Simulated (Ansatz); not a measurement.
**GaSiH3 (singlet): correlated methods under varied settings at a displaced geometry (v2)**

Aim: run GaSiH3 (singlet) at one geometry under a spread of methods and options, and see what each costs and gives.

Method: the settings change from run to run; program: Ansatz 0.2.0, Gaussian basis.

17 further runs of the same task are left out: 1 for a known fault of the program, 7 that didn't finish, 9 set aside as unsound or not needed.

## Step 1: The system

The geometry is a PBE0/def2-TZVP stationary point (not a proven minimum) with its atoms shifted at random (size 0.100 Å). No spin-orbit coupling is included. The filled d shell of Ga may be among the frozen orbitals whatever the setting's name suggests; the logs give the count.

5 atoms, charge 0, spin multiplicity 1.

Atoms are counted from 1 here; the program's logs count them from 0.

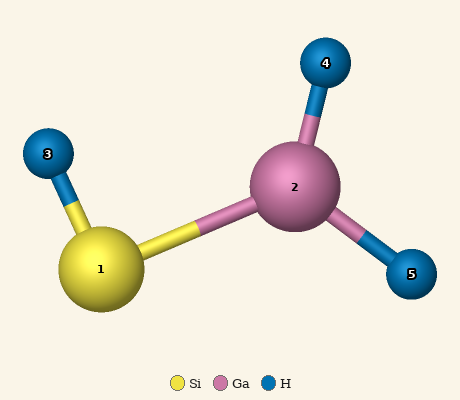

The geometry (silicon yellow, gallium pink, hydrogen blue); atoms are numbered from 1 in the order of the file.

As a file:

```xyz
5
charge 0, multiplicity 1
Si    0.1160   -0.0953    1.8070
Ga   -0.0489    0.0203   -0.7096
H     0.0278    1.4038    1.9159
H     0.1109    1.2734   -1.5396
H     0.0078   -1.4269   -1.6447
```

## Step 2: MP2 on RHF/def2-SVP

in.yaml reads:

```yaml
crystal:
  periodic: [false, false, false]
  atoms:
    - {symbol: Si, position_ang: [0.116022, -0.095312, 1.807027]}
    - {symbol: Ga, position_ang: [-0.048853, 0.020319, -0.709563]}
    - {symbol: H, position_ang: [0.027768, 1.403821, 1.915941]}
    - {symbol: H, position_ang: [0.110876, 1.273398, -1.539630]}
    - {symbol: H, position_ang: [0.007818, -1.426941, -1.644665]}
basis:
  gaussian: {orbitals: def2-SVP, fitting: {mean_field: def2-universal-jkfit}}
magnetization: {spin_polarized: false}
correlation: {method: mp2, electrons: all}
```

Run with:

```bash
> ansatz run in.yaml --threads 1 --pin off --events-out ev --progress --plain --max-ram 2393MiB
```

What it wrote:

```text
Functional definition: HF
  name "HF"
  cite "Fock, Z. Phys. 61, 126 (1930) doi:10.1007/BF01340294"
  parent pbe
  exchange = exact_x
  correlation = 0
448 factors; integrals over basis functions are off by at most 4.4e-1 eV
mean field evaluation 1: about -60231.3561 eV, gradient 1.1e1 eV
mean field evaluation 2: about -60231.9864 eV, gradient 3.7e0 eV
mean field evaluation 4: about -60232.0547 eV, gradient 3.4e-1 eV
mean field evaluation 8: about -60224.9823 eV, gradient 7.4e0 eV
mean field -60232.05632531 eV, -2213.4872432009 hartree, gradient 1.5e-6 eV, S^2 0.000000; 1 other end points of the search recorded, 0 dependent functions left out; unrestricted orbitals would lower it
reference -60232.05632531 eV, -2213.4872432009 hartree; 24, 24 occupied and 41, 41 virtual orbitals, 448 factors
second order -9.24390925 eV of doubles, -0.00000000 eV of singles
Total energy: -60241.30023456 eV, -2213.8269506001 hartree
```

Run time: 1.3 s. Hardware: 1 thread of AMD EPYC, shared host.

## Step 3: CCSD(T) on RHF/cc-pVDZ

Changes to in.yaml since step 2:

```diff
@@ -9,4 +9,4 @@
 basis:
-  gaussian: {orbitals: def2-SVP, fitting: {mean_field: def2-universal-jkfit}}
+  gaussian: {orbitals: cc-pVDZ, point_charges: [{charge: -1.00, position_ang: [4.690, 0.399, 0.025]}]}
 magnetization: {spin_polarized: false}
-correlation: {method: mp2, electrons: all}
+correlation: {method: ccsd_t, electrons: valence, diis_vectors: 4}
```

The command is unchanged.

What it wrote, cut to the lines that bear on the results:

```text
Functional definition: HF
  name "HF"
  cite "Fock, Z. Phys. 61, 126 (1930) doi:10.1007/BF01340294"
  parent pbe
[...]
636 factors; integrals over basis functions are off by at most 1.3e-3 eV
[...]
mean field -60240.81575748 eV, -2213.8091463958 hartree, gradient 4.4e-6 eV, S^2 0.000000; 0 other end points of the search recorded, 0 dependent functions left out; unrestricted orbitals would lower it
14 core orbitals not correlated: weight in the atoms' cores, before any rotation towards them, 1.000 or more for the frozen orbitals, at most 0.000 for the correlated occupied ones
reference -60240.81575748 eV, -2213.8091463958 hartree; 10, 10 occupied and 36, 36 virtual orbitals, 636 factors
second order -4.48052425 eV of doubles, -0.00000000 eV of singles
cycle   1  -5.25613380 eV  change   -7.8e-1 eV  update   8.2e-2
[...]
cycle  13  -5.64185661 eV  change    8.0e-6 eV  update   2.2e-5
perturbative correction -0.16558385 eV, -0.0060850942 hartree
Total energy: -60246.62319794 eV, -2214.0225658963 hartree
```

Run time: 3.9 s. Hardware: 1 thread of AMD EPYC, shared host.

From the report: correlation -5.8074 eV; T1 0.011; largest double amplitude 0.07.

## Step 4: HF/cc-pVDZ

Changes to in.yaml since step 3:

```diff
@@ -9,4 +9,5 @@
 basis:
-  gaussian: {orbitals: cc-pVDZ, point_charges: [{charge: -1.00, position_ang: [4.690, 0.399, 0.025]}]}
+  gaussian: {orbitals: cc-pVDZ}
 magnetization: {spin_polarized: false}
-correlation: {method: ccsd_t, electrons: valence, diis_vectors: 4}
+hamiltonian: {xc: hf}
+output: {orbitals: {seedname: orbitals}}
```

The command is unchanged.

What it wrote:

```text
Functional definition: HF
  name "HF"
  cite "Fock, Z. Phys. 61, 126 (1930) doi:10.1007/BF01340294"
  parent pbe
  exchange = exact_x
  correlation = 0
636 factors; integrals over basis functions are off by at most 1.3e-3 eV
mean field evaluation 1: about -60239.7668 eV, gradient 1.0e1 eV
mean field evaluation 2: about -60239.7789 eV, gradient 1.0e1 eV
mean field evaluation 4: about -60240.4729 eV, gradient 7.2e-1 eV
mean field evaluation 8: about -60240.4784 eV, gradient 7.4e-4 eV
mean field -60240.47843385 eV, -2213.7967499812 hartree, gradient 1.1e-5 eV, S^2 0.000000; 0 other end points of the search recorded, 0 dependent functions left out
reference -60240.47843385 eV, -2213.7967499812 hartree; 24, 24 occupied and 36, 36 virtual orbitals, 636 factors
Total energy: -60240.47843385 eV, -2213.7967499812 hartree
```

It took 1.2 s on 1 thread of AMD EPYC, shared host.

## Step 5: CCSDT on RHF/6-31G

Changes to in.yaml since step 4:

```diff
@@ -9,5 +9,5 @@
 basis:
-  gaussian: {orbitals: cc-pVDZ}
+  gaussian: {orbitals: 6-31G}
 magnetization: {spin_polarized: false}
-hamiltonian: {xc: hf}
-output: {orbitals: {seedname: orbitals}}
+correlation: {method: ccsdt, electrons: outside_noble_gas}
+scf: {omitted_lower_state_checks: [cluster_reference]}
```

Same command.

What it wrote, cut to the lines that bear on the results:

```text
Functional definition: HF
  name "HF"
  cite "Fock, Z. Phys. 61, 126 (1930) doi:10.1007/BF01340294"
  parent pbe
[...]
886 factors; integrals over basis functions are off by at most 1.8e-7 eV
[...]
mean field -60231.10047414 eV, -2213.4521163185 hartree, gradient 9.5e-6 eV, S^2 0.000000; 0 other end points of the search recorded, 0 dependent functions left out; unrestricted orbitals would lower it
19 core orbitals not correlated: weight in the atoms' cores, before any rotation towards them, 0.995 or more for the frozen orbitals, at most 0.001 for the correlated occupied ones
reference -60231.10047414 eV, -2213.4521163185 hartree; 5, 5 occupied and 24, 24 virtual orbitals, 886 factors
second order -2.06486806 eV of doubles, -0.00000000 eV of singles
cycle   1  -2.59214211 eV  change   -5.3e-1 eV  update   7.5e-2
[...]
cycle  20  -2.96353434 eV  change   -1.0e-6 eV  update   1.2e-6
Total energy: -60234.06400849 eV, -2213.5610241969 hartree
Checks for a lower state left out: cluster_reference
```

It took 5.5 s on 1 thread of AMD EPYC, shared host.

From the report: correlation -2.9635 eV; T1 0.014; largest double amplitude 0.10.

## Step 6: MP2 on UHF/cc-pVDZ

Changes to in.yaml since step 5:

```diff
@@ -9,5 +9,5 @@
 basis:
-  gaussian: {orbitals: 6-31G}
-magnetization: {spin_polarized: false}
-correlation: {method: ccsdt, electrons: outside_noble_gas}
-scf: {omitted_lower_state_checks: [cluster_reference]}
+  gaussian: {orbitals: cc-pVDZ}
+magnetization: {spin_polarized: true, initial_magnetization: 0}
+correlation: {method: mp2, electrons: valence}
+output: {forces: true}
```

Launched as before.

What it wrote, cut to the lines that bear on the results:

```text
Functional definition: HF
  name "HF"
  cite "Fock, Z. Phys. 61, 126 (1930) doi:10.1007/BF01340294"
  parent pbe
[...]
636 factors; integrals over basis functions are off by at most 1.3e-3 eV
[...]
mean field -60240.72385602 eV, -2213.8057690796 hartree, gradient 2.8e-6 eV, S^2 0.667888; 4 other end points of the search recorded, 0 dependent functions left out
14 core orbitals not correlated: weight in the atoms' cores, before any rotation towards them, 1.000 or more for the frozen orbitals, at most 0.000 for the correlated occupied ones
reference -60240.72385602 eV, -2213.8057690796 hartree; 10, 10 occupied and 36, 36 virtual orbitals, 636 factors
second order -4.17558043 eV of doubles, -0.00000000 eV of singles
[...]
Total energy: -60244.89943645 eV, -2213.9592188300 hartree
Atom 0 at     0.116022    -0.095312     1.807027 Å, force    -0.064313    -0.115612    -0.320570 eV/Å
Atom 1 at    -0.048853     0.020319    -0.709563 Å, force     0.328777    -2.294128    -0.341210 eV/Å
Atom 2 at     0.027768     1.403821     1.915941 Å, force    -0.039146     0.284551     0.242474 eV/Å
Atom 3 at     0.110876     1.273398    -1.539630 Å, force    -0.023208     0.907508    -0.444941 eV/Å
Atom 4 at     0.007818    -1.426941    -1.644665 Å, force    -0.202110     1.217681     0.864246 eV/Å
Dipole moment:    -0.078137     0.126244     0.101146 e Å
```

Wall time 8.5 s (1 thread of AMD EPYC, shared host).

From the report: ⟨S²⟩ of the determinant 0.668 (pure singlet: 0.00). The determinant is far from a pure spin state, so its energy mixes those of several spin states (harmless only where they are near-degenerate, as at dissociation).

## Step 7: CCSDT(Q)/B on RHF/6-31G*

Changes to in.yaml since step 6:

```diff
@@ -9,5 +9,4 @@
 basis:
-  gaussian: {orbitals: cc-pVDZ}
-magnetization: {spin_polarized: true, initial_magnetization: 0}
-correlation: {method: mp2, electrons: valence}
-output: {forces: true}
+  gaussian: {orbitals: "6-31G*"}
+magnetization: {spin_polarized: false}
+correlation: {method: ccsdt_q_b, electrons: outside_noble_gas, diis_vectors: 2}
```

Launched as before.

What it wrote, cut to the lines that bear on the results:

```text
Functional definition: HF
  name "HF"
  cite "Fock, Z. Phys. 61, 126 (1930) doi:10.1007/BF01340294"
  parent pbe
[...]
1026 factors; integrals over basis functions are off by at most 1.9e-7 eV
[...]
mean field -60233.16575057 eV, -2213.5280138272 hartree, gradient 6.5e-6 eV, S^2 0.000000; 1 other end points of the search recorded, 0 dependent functions left out; unrestricted orbitals would lower it
determinant -60233.16575057 eV, -2213.5280138272 hartree, with singles and doubles -60237.39545093 eV, -2213.6834524487 hartree
determinant -60229.86096701 eV, -2213.4065652715 hartree, with singles and doubles -60234.56267522 eV, -2213.5793498613 hartree
19 core orbitals not correlated: weight in the atoms' cores, before any rotation towards them, 0.999 or more for the frozen orbitals, at most 0.001 for the correlated occupied ones
reference -60233.16575057 eV, -2213.5280138272 hartree; 5, 5 occupied and 36, 36 virtual orbitals, 1026 factors
second order -3.19688199 eV of doubles, -0.00000000 eV of singles
cycle   1  -3.88195489 eV  change   -6.9e-1 eV  update   8.4e-2
[...]
cycle  32  -4.37582424 eV  change    6.7e-8 eV  update   9.9e-7
perturbative correction -0.00550559 eV, -0.0002023266 hartree
Total energy: -60237.54708040 eV, -2213.6890247287 hartree
```

It took 33 s on 1 thread of AMD EPYC, shared host; peak memory 0.3 GiB.

From the report: correlation -4.3813 eV; T1 0.017; largest double amplitude 0.10.

## Step 8: BCCD on RHF/cc-pVDZ

Changes to in.yaml since step 7:

```diff
@@ -9,4 +9,4 @@
 basis:
-  gaussian: {orbitals: "6-31G*"}
+  gaussian: {orbitals: cc-pVDZ}
 magnetization: {spin_polarized: false}
-correlation: {method: ccsdt_q_b, electrons: outside_noble_gas, diis_vectors: 2}
+correlation: {method: bccd, electrons: valence}
```

The command is unchanged.

What it wrote, cut to the lines that bear on the results:

```text
Functional definition: HF
  name "HF"
  cite "Fock, Z. Phys. 61, 126 (1930) doi:10.1007/BF01340294"
  parent pbe
[...]
636 factors; integrals over basis functions are off by at most 1.3e-3 eV
[...]
mean field -60240.47843385 eV, -2213.7967499812 hartree, gradient 3.2e-6 eV, S^2 0.000000; 1 other end points of the search recorded, 0 dependent functions left out; unrestricted orbitals would lower it
determinant -60240.47843385 eV, -2213.7967499812 hartree, with singles and doubles -60246.14430011 eV, -2214.0049667257 hartree
determinant -60237.21445058 eV, -2213.6768008084 hartree, with singles and doubles -60243.26530026 eV, -2213.8991654326 hartree
14 core orbitals not correlated: weight in the atoms' cores, before any rotation towards them, 1.000 or more for the frozen orbitals, at most 0.000 for the correlated occupied ones
reference -60240.47843385 eV, -2213.7967499812 hartree; 10, 10 occupied and 36, 36 virtual orbitals, 636 factors
second order -4.49736031 eV of doubles, -0.00000000 eV of singles
cycle   1  -5.65788767 eV  change    8.0e-3 eV  update   3.0e-3
[...]
cycle  10  -5.65646836 eV  change    1.0e-5 eV  update   5.9e-6
Total energy: -60246.13490221 eV, -2214.0046213593 hartree
```

Wall time 4.8 s (1 thread of AMD EPYC, shared host).

From the report: correlation -5.6565 eV; largest double amplitude 0.08.

## Step 9: CCSDT(Q) on RHF/6-31G

Changes to in.yaml since step 8:

```diff
@@ -9,4 +9,6 @@
 basis:
-  gaussian: {orbitals: cc-pVDZ}
+  gaussian: {orbitals: 6-31G}
 magnetization: {spin_polarized: false}
-correlation: {method: bccd, electrons: valence}
+correlation: {method: ccsdt_q, electrons: outside_noble_gas}
+scf: {lower_state_search: light}
+output: {forces: true}
```

Launched as before.

What it wrote, cut to the lines that bear on the results:

```text
Functional definition: HF
  name "HF"
  cite "Fock, Z. Phys. 61, 126 (1930) doi:10.1007/BF01340294"
  parent pbe
[...]
886 factors; integrals over basis functions are off by at most 1.8e-7 eV
[...]
mean field -60231.10047414 eV, -2213.4521163185 hartree, gradient 9.5e-6 eV, S^2 0.000000; 1 other end points of the search recorded, 0 dependent functions left out; unrestricted orbitals would lower it
determinant -60231.10047414 eV, -2213.4521163185 hartree, with singles and doubles -60233.98768203 eV, -2213.5582192515 hartree
determinant -60228.02919663 eV, -2213.3392489518 hartree, with singles and doubles -60231.39542588 eV, -2213.4629555948 hartree
19 core orbitals not correlated: weight in the atoms' cores, before any rotation towards them, 0.995 or more for the frozen orbitals, at most 0.001 for the correlated occupied ones
reference -60231.10047414 eV, -2213.4521163185 hartree; 5, 5 occupied and 24, 24 virtual orbitals, 886 factors
second order -2.06486806 eV of doubles, -0.00000000 eV of singles
cycle   1  -2.59214211 eV  change   -5.3e-1 eV  update   7.5e-2
[...]
cycle  20  -2.96353434 eV  change   -1.0e-6 eV  update   1.2e-6
perturbative correction -0.00328800 eV, -0.0001208318 hartree
[...]
Total energy: -60234.06729649 eV, -2213.5611450288 hartree
Atom 0 at     0.116022    -0.095312     1.807027 Å, force     0.102925    -1.023245     0.504960 eV/Å
Atom 1 at    -0.048853     0.020319    -0.709563 Å, force     0.106798    -2.103797    -0.462890 eV/Å
Atom 2 at     0.027768     1.403821     1.915941 Å, force    -0.129819     1.060613     0.204578 eV/Å
Atom 3 at     0.110876     1.273398    -1.539630 Å, force     0.088929     1.306161    -0.802559 eV/Å
Atom 4 at     0.007818    -1.426941    -1.644665 Å, force    -0.168834     0.760268     0.555911 eV/Å
Dipole moment:    -0.094235     0.172731     0.072056 e Å
```

Run time: 38 s. Hardware: 1 thread of AMD EPYC, shared host; peak memory 0.31 GiB.

From the report: correlation -2.9668 eV; T1 0.014; largest double amplitude 0.10.

## Step 10: The runs in one table

Where basis and cores are those of an earlier RCCSDT(Q)/cc-pVDZ run (-60245.7340 eV), and the state is the same kind, the miss against it is given.

```
                                         level         correlated  functions  energy (eV)  from RCCSDT(Q) (meV)   time
                           MP2 on RHF/def2-SVP                all         65  -60241.3002                        1.3 s
CCSD(T) on RHF/cc-pVDZ (beside a point charge)            valence         60  -60246.6232                        3.9 s
                                    HF/cc-pVDZ                            60  -60240.4784                5255.6  1.2 s
                            CCSDT on RHF/6-31G  outside noble gas         48  -60234.0640                        5.5 s
                            MP2 on UHF/cc-pVDZ            valence         60  -60244.8994                        8.5 s
                      CCSDT(Q)/B on RHF/6-31G*  outside noble gas         60  -60237.5471                         33 s
                           BCCD on RHF/cc-pVDZ            valence         60  -60246.1349                        4.8 s
                         CCSDT(Q) on RHF/6-31G  outside noble gas         48  -60234.0673                         38 s
```

## Step 11: Results

| quantity | value |
| --- | --- |
| runs | 8 |
| quickest | HF/cc-pVDZ, 1.2 s |
| slowest | CCSDT(Q) on RHF/6-31G, 38 s |

**Reading.** Total energies in different bases, with other cores or another treatment of relativity can't be set against each other. CCSDT(Q) on RHF/6-31G took 32 times as long as HF/cc-pVDZ; the jobs differ in more than the method. Hartree-Fock, CASSCF and CASCI lack dynamic correlation by design.
